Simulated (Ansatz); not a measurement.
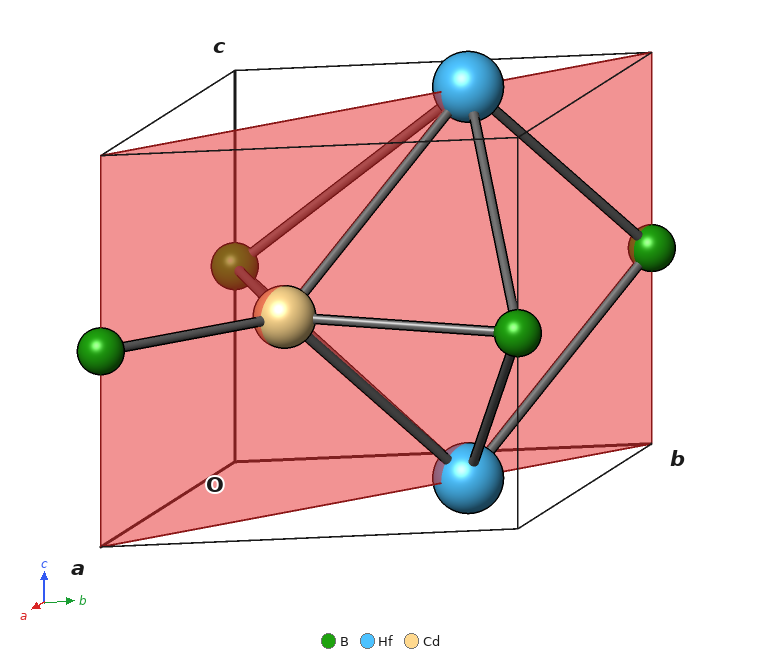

For HfCdB, coordinates from a relaxation with DFT, PAW plane waves, pbe (Ansatz); the starting structure was generated, so it need not be a known form of this composition: every member of one family of equally spaced planes, hx + ky + lz = a whole number, that cuts the unit cell is shaded (one member passes through the origin O, touching the cell only at an edge or corner). Geometry calculated from the standardised cell; symmetry tolerance 0.002 Å.

a = 3.890 Å, b = 3.890 Å, c = 3.656 Å, α = 90.00°, β = 90.00°, γ = 120.00°.

> Index the planes.

(1 1 0), in four indices (1 1 −2 0); the opposite sign names the same planes. The member next to the origin meets the axes a at 1, b at 1, c never.

> What is the spacing?

d = 1.945 Å.

> Which atoms of the cell lie in these planes (within 0.03 Å)?

The B atom, the Hf atom, the Cd atom.
